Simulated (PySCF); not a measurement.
Molecule: C₃H₄F₂S, SMILES FC1(F)CSC1.

Simulated rotational absorption lines between 6 and 18 GHz at 10 K: rigid rotor with the equilibrium constants and dipole of one optimised conformer (PBE0-D3(BJ)/def2-SVP, PySCF), commonest isotopes; no centrifugal distortion, hyperfine structure, internal rotation or nuclear-spin weights; lines within 1 MHz of each other are summed.

> What are the rotational constants, and what kind of rotor is it?

Rotational constants A, B, C = 5.435, 2.182, 2.154 GHz; Ray's κ = −0.98, a near-prolate asymmetric top.

> Which dipole components drive the lines?

|μa|, |μb|, |μc| = 0.32, 0.42, 0.01 D; b-type lines carry 79 % of the intensity in this range.

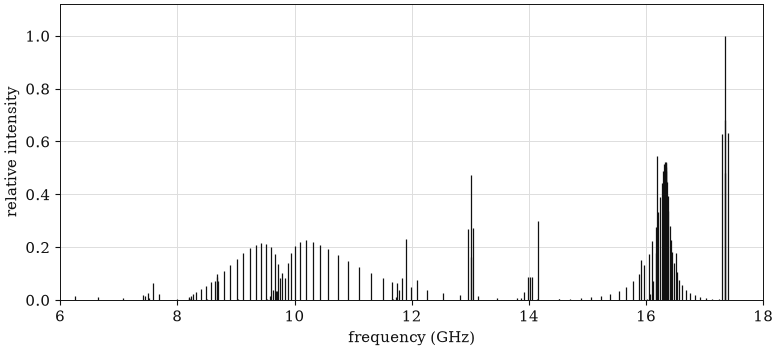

Known limits of this run: coarse grid, loose stop and no frequency check, small forces are noise and the end may be a saddle.
